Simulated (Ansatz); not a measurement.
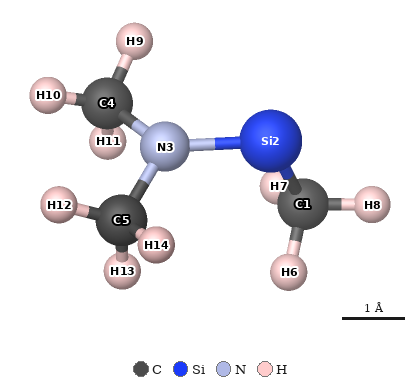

The starting structure (ball-and-stick view, seen at a tilt; atoms are numbered from 1 in the order of the input). Bond lengths as drawn: C–H 1.02 to 1.15 Å, C–N 1.48 to 1.49 Å, C–Si 1.81 Å and N–Si 1.72 Å.

Geometry relaxation, with input and output: C₃H₉NSi (part 1 of 2)

C₃H₉NSi, computed with RKS PBE-D4/def2-SVP (Ansatz 0.2.0).

The geometry: force-field start. Figures and captions count atoms from 1; the log counts them from 0 in places.

## The input
```yaml
crystal:
  periodic: [false, false, false]
  atoms:
    - {symbol: C, position_ang: [-2.059700, 0.240800, 0.748600]}
    - {symbol: Si, position_ang: [-0.462300, 0.871200, 1.317300]}
    - {symbol: N, position_ang: [0.765700, 0.286600, 0.272100]}
    - {symbol: C, position_ang: [1.250300, -1.125500, 0.286100]}
    - {symbol: C, position_ang: [0.966500, 0.801700, -1.095700]}
    - {symbol: H, position_ang: [-2.320000, 0.648600, -0.280800]}
    - {symbol: H, position_ang: [-2.136300, -0.805200, 0.737200]}
    - {symbol: H, position_ang: [-2.869600, 0.672100, 1.379100]}
    - {symbol: H, position_ang: [1.259600, -1.506700, 1.354900]}
    - {symbol: H, position_ang: [2.163000, -1.286000, -0.145100]}
    - {symbol: H, position_ang: [0.433900, -1.747000, -0.230100]}
    - {symbol: H, position_ang: [1.977500, 0.580800, -1.459800]}
    - {symbol: H, position_ang: [0.161500, 0.425100, -1.775800]}
    - {symbol: H, position_ang: [0.856900, 1.914300, -1.079100]}
basis:
  gaussian: {orbitals: def2-SVP}
hamiltonian: {xc: pbe, dispersion: d4}
relax: {f_tol: 0.03, max_steps: 200}
```

Launch command:
```bash
ansatz run in.yaml --threads 4 --pin off --events-out ev --progress --plain --max-ram 10444MiB
```

## What the program printed
```
Functional definition: PBE
  name "PBE"
  cite "Perdew, Burke & Ernzerhof, Phys. Rev. Lett. 77, 3865 (1996) doi:10.1103/PhysRevLett.77.3865"
  parent pbe
  parameter kappa = 0.804
  parameter beta = 0.06672455060314922
  exchange = pbe_x(kappa = kappa, mu = beta*pi^2/3)
  correlation = pbe_c(beta = beta)
1364 factors; their error is unknown
mean field evaluation 1: about -12590.4744 eV, gradient 8.1e1 eV
mean field evaluation 2: about -12531.3165 eV, gradient 1.5e2 eV
mean field evaluation 4: about -12606.4857 eV, gradient 9.3e0 eV
mean field evaluation 8: about -12606.7452 eV, gradient 3.7e-1 eV
mean field evaluation 16: about -12606.6656 eV, gradient 2.6e-3 eV
mean field -12606.66560770 eV, -463.2864159781 hartree, gradient 1.7e-5 eV, S^2 0.000000; 1 other end points of the search recorded, 0 dependent functions left out
the calculation of the forces begins
reference -12606.66564404 eV, -463.2864173135 hartree; 24, 24 occupied and 95, 95 virtual orbitals, 1364 factors
relax step   1: F+E_penalty+E_count = -12606.97963028 eV  Δ(F+E_penalty+E_count) = +0.000e0 eV  max|allowed force component| = 5.510e0 eV/Å  Δτ_max = 0.0000 Å  (50 SCF iters, accepted)
these checks for a lower state are left out or cut short: starts, cluster_reference, orbital_swaps, neighbouring_geometries, increment
1364 factors; their error is unknown
mean field evaluation 32: about -12607.2751 eV, gradient 2.6e-3 eV
mean field -12607.27511818 eV, -463.3088150751 hartree, gradient 1.3e-5 eV, S^2 0.000000; 0 other end points of the search recorded, 0 dependent functions left out
[... from here on the field's lines of each further geometry are left out, up to the last ...]
relax step   2: F+E_penalty+E_count = -12607.59112377 eV  Δ(F+E_penalty+E_count) = -6.115e-1 eV  max|allowed force component| = 1.543e0 eV/Å  Δτ_max = 0.1295 Å  (30 SCF iters, accepted)
relax step   3: F+E_penalty+E_count = -12607.65562056 eV  Δ(F+E_penalty+E_count) = -6.450e-2 eV  max|allowed force component| = 4.237e-1 eV/Å  Δτ_max = 0.2000 Å  (29 SCF iters, accepted)
relax step   4: F+E_penalty+E_count = -12607.72273415 eV  Δ(F+E_penalty+E_count) = -6.711e-2 eV  max|allowed force component| = 3.025e-1 eV/Å  Δτ_max = 0.1858 Å  (29 SCF iters, accepted)
relax step   5: F+E_penalty+E_count = -12607.74349981 eV  Δ(F+E_penalty+E_count) = -2.077e-2 eV  max|allowed force component| = 2.172e-1 eV/Å  Δτ_max = 0.0443 Å  (30 SCF iters, accepted)
relax step   6: F+E_penalty+E_count = -12607.86710355 eV  Δ(F+E_penalty+E_count) = -1.236e-1 eV  max|allowed force component| = 7.099e-1 eV/Å  Δτ_max = 0.1951 Å  (36 SCF iters, accepted)
relax step   7: F+E_penalty+E_count = -12608.02597073 eV  Δ(F+E_penalty+E_count) = -1.589e-1 eV  max|allowed force component| = 8.957e-1 eV/Å  Δτ_max = 0.1903 Å  (37 SCF iters, accepted)
relax step   8: F+E_penalty+E_count = -12608.23734687 eV  Δ(F+E_penalty+E_count) = -2.114e-1 eV  max|allowed force component| = 5.850e-1 eV/Å  Δτ_max = 0.1960 Å  (31 SCF iters, accepted)
relax step   9: F+E_penalty+E_count = -12608.42344119 eV  Δ(F+E_penalty+E_count) = -1.861e-1 eV  max|allowed force component| = 6.981e-1 eV/Å  Δτ_max = 0.1949 Å  (31 SCF iters, accepted)
relax step  10: F+E_penalty+E_count = -12608.56431112 eV  Δ(F+E_penalty+E_count) = -1.409e-1 eV  max|allowed force component| = 4.856e-1 eV/Å  Δτ_max = 0.1947 Å  (30 SCF iters, accepted)
relax step  11: F+E_penalty+E_count = -12608.67824826 eV  Δ(F+E_penalty+E_count) = -1.139e-1 eV  max|allowed force component| = 2.584e-1 eV/Å  Δτ_max = 0.2000 Å  (29 SCF iters, accepted)
relax step  12: F+E_penalty+E_count = -12608.74462561 eV  Δ(F+E_penalty+E_count) = -6.638e-2 eV  max|allowed force component| = 1.955e-1 eV/Å  Δτ_max = 0.2000 Å  (29 SCF iters, accepted)
relax step  13: F+E_penalty+E_count = -12608.77425571 eV  Δ(F+E_penalty+E_count) = -2.963e-2 eV  max|allowed force component| = 1.265e-1 eV/Å  Δτ_max = 0.2000 Å  (29 SCF iters, accepted)
relax step  14: F+E_penalty+E_count = -12608.79248877 eV  Δ(F+E_penalty+E_count) = -1.823e-2 eV  max|allowed force component| = 2.285e-1 eV/Å  Δτ_max = 0.1984 Å  (28 SCF iters, accepted)
relax step  15: F+E_penalty+E_count = -12608.79967939 eV  Δ(F+E_penalty+E_count) = -7.191e-3 eV  max|allowed force component| = 1.799e-1 eV/Å  Δτ_max = 0.1384 Å  (31 SCF iters, accepted)
relax step  16: F+E_penalty+E_count = -12608.80500389 eV  Δ(F+E_penalty+E_count) = -5.325e-3 eV  max|allowed force component| = 7.897e-2 eV/Å  Δτ_max = 0.0707 Å  (31 SCF iters, accepted)
relax step  17: F+E_penalty+E_count = -12608.80721831 eV  Δ(F+E_penalty+E_count) = -2.214e-3 eV  max|allowed force component| = 1.106e-1 eV/Å  Δτ_max = 0.0569 Å  (31 SCF iters, accepted)
relax step  18: F+E_penalty+E_count = -12608.80811899 eV  Δ(F+E_penalty+E_count) = -9.007e-4 eV  max|allowed force component| = 5.121e-2 eV/Å  Δτ_max = 0.0580 Å  (31 SCF iters, accepted)
the calculation of the forces begins
reference -12608.49768160 eV, -463.3537434521 hartree; 24, 24 occupied and 95, 95 virtual orbitals, 1364 factors
relax step  19: F+E_penalty+E_count = -12608.80847018 eV  Δ(F+E_penalty+E_count) = -3.512e-4 eV  max|allowed force component| = 1.586e-2 eV/Å  Δτ_max = 0.0306 Å  (32 SCF iters, accepted)
1364 factors; their error is unknown
mean field evaluation 160: about -12603.7003 eV, gradient 4.5e1 eV
```

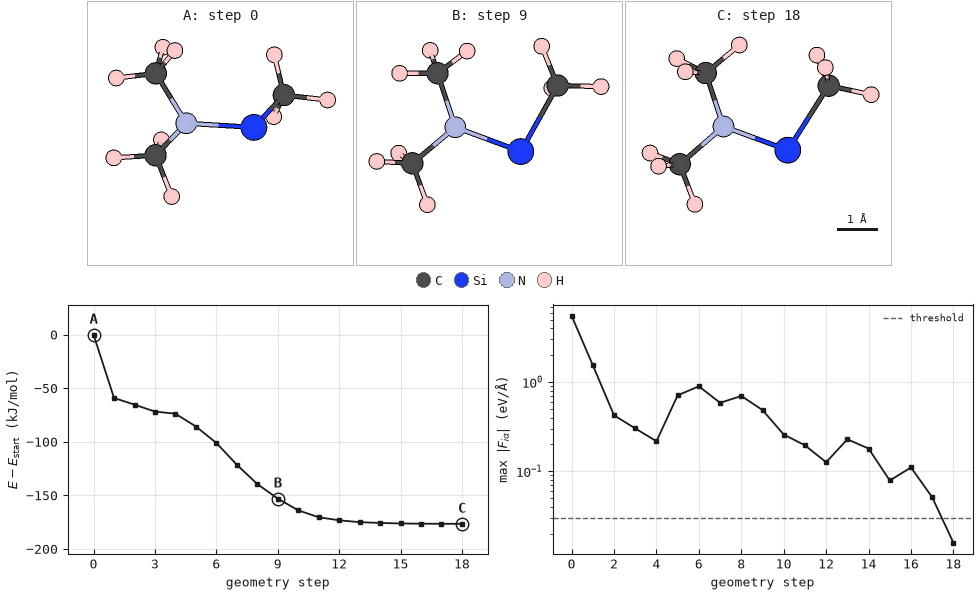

Frames of the relaxation (ball-and-stick view, seen at a tilt) above the curves, on which the letters mark them (the first geometry is step 0 here and step 1 in the log).

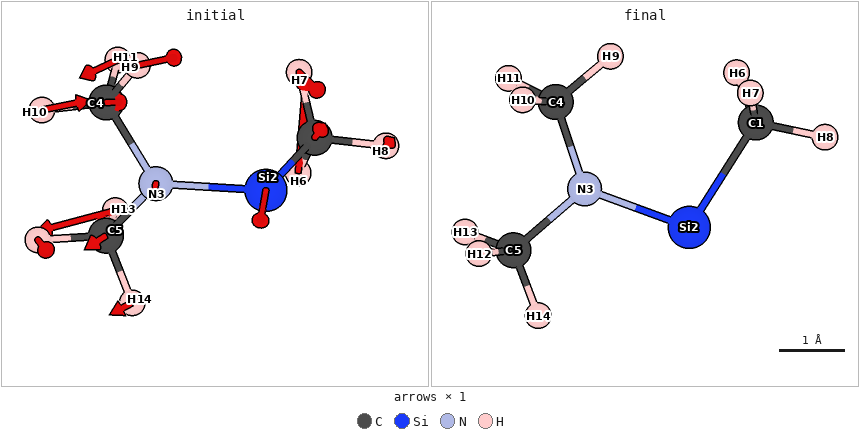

Before (left) and after (right) the relaxation, at one scale (ball-and-stick view, seen at a tilt). The red arrows give the displacements, at true length. Over 18 geometry steps the energy falls by 176.5 kJ/mol. Largest force component: 5.5 eV/Å at the start, 0.016 eV/Å at the end. The atom that moves furthest after the best rigid fit is H6 (1.69 Å). By element the largest moves are H 1.69 Å, Si 1.32 Å, N 0.72 Å, C 0.71 Å. Among the contacts that change: C1–Si2 1.809 → 1.933 Å, C4–H10 1.022 → 1.115 Å, C1–H7 1.049 → 1.113 Å, Si2–N3 1.715 → 1.758 Å. Among the angles that change: C1–Si2–N3 108.8° → 101.0°, Si2–N3–C4 123.3° → 129.6°, H12–C5–H13 113.2° → 107.2°. (Atoms are counted from 1 in the order of the input.)

```
mean field -12608.49764540 eV, -463.3537421216 hartree, gradient 1.9e-5 eV, S^2 0.000000; 1 other end points of the search recorded, 0 dependent functions left out
the calculation of the forces begins
reference -12608.49768160 eV, -463.3537434521 hartree; 24, 24 occupied and 95, 95 virtual orbitals, 1364 factors
Total energy: -12608.80850638 eV, -463.3651660520 hartree
Atom 0 at    -1.947785     0.084535     1.303717 Å, force    -0.005732    -0.011517     0.009006 eV/Å
Atom 1 at    -0.875269     1.372340     0.340648 Å, force     0.002403     0.003787     0.003644 eV/Å
Atom 2 at     0.382506     0.335063    -0.317645 Å, force    -0.007205    -0.015207     0.005179 eV/Å
Atom 3 at     0.567604    -1.100044    -0.176614 Å, force    -0.000266    -0.000084     0.001107 eV/Å
Atom 4 at     1.420748     0.947705    -1.136623 Å, force     0.009923     0.014350    -0.015863 eV/Å
Atom 5 at    -2.377492    -0.693070     0.633343 Å, force     0.001169     0.002901     0.008050 eV/Å
Atom 6 at    -1.379018    -0.440088     2.104016 Å, force    -0.008440     0.012541    -0.015170 eV/Å
Atom 7 at    -2.797588     0.607514     1.789552 Å, force     0.009812    -0.004651    -0.004281 eV/Å
Atom 8 at    -0.227065    -1.549154     0.446059 Å, force     0.007096     0.003347    -0.005430 eV/Å
Atom 9 at     1.551107    -1.333600     0.294022 Å, force    -0.004983    -0.001506    -0.002498 eV/Å
Atom 10 at     0.557720    -1.606272    -1.170187 Å, force     0.000036     0.003861     0.007217 eV/Å
Atom 11 at     2.433124     0.789391    -0.697863 Å, force    -0.002308    -0.000915     0.003834 eV/Å
Atom 12 at     1.435354     0.517276    -2.164795 Å, force    -0.000590    -0.000731     0.001672 eV/Å
Atom 13 at     1.243052     2.039203    -1.218731 Å, force    -0.000913    -0.006177     0.003534 eV/Å
Dipole moment:     0.225963    -0.401257    -0.079217 e Å
```

## Trajectory as extended XYZ (Å, eV, eV/Å), 16 of the 19 frames kept, from step=1 to step=19
```
14
Properties=species:S:1:pos:R:3:forces:R:3 step=1 energy=-12606.97963
C    -2.0597    0.2408    0.7486   -1.9708   2.1865  -1.1704
Si   -0.4623    0.8712    1.3173    0.8250   1.6717   2.1002
N     0.7657    0.2866    0.2721    2.9071  -1.5987  -2.1281
C     1.2503   -1.1255    0.2861   -5.5100   0.4627   2.5131
C     0.9665    0.8017   -1.0957   -1.3827   0.8351   1.0805
H    -2.3200    0.6486   -0.2808    0.3244  -0.4505   0.3362
H    -2.1363   -0.8052    0.7372   -0.2746  -2.4040  -0.2025
H    -2.8696    0.6721    1.3791    0.0864  -0.2406   0.1584
H     1.2596   -1.5067    1.3549    0.1770   0.1860  -0.5720
H     2.1630   -1.2860   -0.1451    3.1589  -0.2085  -1.5286
H     0.4339   -1.7470   -0.2301    0.9741  -0.0534   0.1461
H     1.9775    0.5808   -1.4598    0.2649  -0.1974  -0.2198
H     0.1615    0.4251   -1.7758    0.3637  -0.1172  -0.3934
H     0.8569    1.9143   -1.0791    0.0566  -0.0717  -0.1197
14
Properties=species:S:1:pos:R:3:forces:R:3 step=2 energy=-12607.59112
C    -2.0033    0.2719    0.7363   -1.2080   0.4419  -0.2445
Si   -0.3837    0.9331    1.3764    0.2741   0.7465   0.9270
N     0.7958    0.2797    0.2632    1.1914  -1.0530  -1.3172
C     1.1620   -1.1537    0.3222   -1.5429   0.6377   0.4977
C     0.9102    0.8283   -1.0970   -0.3916  -0.0121   0.6973
H    -2.2245    0.6888   -0.2846    0.1424  -0.1387   0.1783
H    -2.0458   -0.8215    0.6461    0.0072  -0.5020  -0.0875
H    -2.8379    0.6102    1.3960    0.0532  -0.1583  -0.1195
H     1.1601   -1.5077    1.3851    0.0629   0.0917  -0.2047
H     2.1572   -1.3059   -0.0828    0.8284  -0.1393  -0.3104
H     0.4406   -1.8273   -0.2381    0.2987   0.2212   0.1225
H     1.9325    0.6497   -1.4799    0.1622  -0.0288  -0.1814
H     0.1700    0.3909   -1.8201    0.1270   0.0152  -0.0087
H     0.7539    1.9344   -1.0942   -0.0050  -0.1218   0.0510
14
Properties=species:S:1:pos:R:3:forces:R:3 step=3 energy=-12607.65562
C    -2.0598    0.2978    0.7690    0.1933  -0.4173  -0.2315
Si   -0.3430    0.9566    1.3413    0.2494   0.4237   0.3601
N     0.8936    0.2558    0.2125   -0.3894  -0.1131  -0.0069
C     1.1633   -1.1591    0.3455   -0.0808   0.1059  -0.1023
C     0.9309    0.8153   -1.1205    0.0165  -0.1053   0.0825
H    -2.2640    0.8317   -0.1885   -0.0625   0.0148  -0.0965
H    -1.9894   -0.7798    0.5036   -0.1151  -0.0713  -0.0955
H    -2.9398    0.4423    1.4335    0.2591   0.1351   0.0595
H     1.1261   -1.4147    1.4262    0.0367  -0.2271   0.0576
H     2.1813   -1.4294   -0.0233    0.0186   0.1049   0.0597
H     0.4448   -1.8268   -0.1966   -0.0620  -0.0500   0.0097
H     1.9299    0.7032   -1.6065    0.0359   0.0154   0.1423
H     0.1868    0.3742   -1.8328   -0.0805   0.0256  -0.0258
H     0.7264    1.9037   -1.0345   -0.0190   0.1587  -0.2129
14
Properties=species:S:1:pos:R:3:forces:R:3 step=5 energy=-12607.74350
C    -1.9942    0.2509    0.7671   -0.0405  -0.2172   0.1282
Si   -0.3315    1.0276    1.3652   -0.0378   0.1882  -0.2081
N     0.8429    0.2798    0.2232   -0.0403  -0.0469   0.0570
C     1.0950   -1.1403    0.3273   -0.0823   0.0088  -0.0368
C     0.9320    0.8377   -1.1076    0.1282   0.0273   0.0711
H    -2.1893    0.6636   -0.2551    0.0553   0.0001   0.0738
H    -1.9534   -0.8574    0.6417   -0.0260   0.0962   0.0026
H    -2.8634    0.5107    1.4090    0.0445  -0.0284  -0.0398
H     1.0452   -1.4636    1.3927   -0.0009  -0.0140  -0.0414
H     2.1246   -1.3841   -0.0266   -0.0047  -0.0178   0.0052
H     0.3833   -1.7876   -0.2514    0.0122   0.0035  -0.0166
H     1.9500    0.6927   -1.5420   -0.0061   0.0017  -0.0100
H     0.1969    0.4036   -1.8367   -0.0035   0.0061   0.0123
H     0.7489    1.9371   -1.0780    0.0021  -0.0076   0.0026
```
